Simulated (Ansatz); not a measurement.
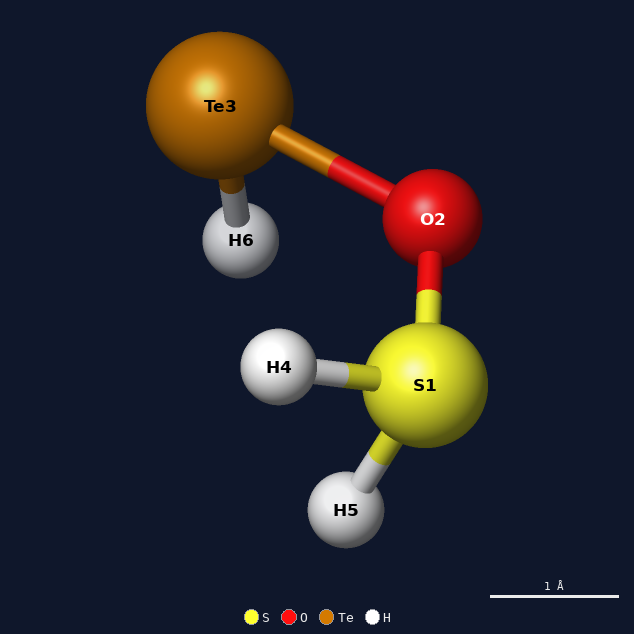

The view is orthographic, and the bar gives the scale. State: charge +1, singlet. Computed geometry: PBE-D4/def2-SVP optimisation. No frequency run is at hand to confirm it as a minimum.

Write Cartesian coordinates in Å in the frame of the picture: x to the right, y up, z towards the viewer, origin at the mean of the atomic positions.

```xyz
6
H3OSTe
S    0.79  -0.63   1.00
O    0.85   0.67   0.08
Te  -0.82   1.56  -0.89
H   -0.35  -0.49   1.78
H    0.17  -1.61   0.23
H   -0.65   0.50  -2.20
```
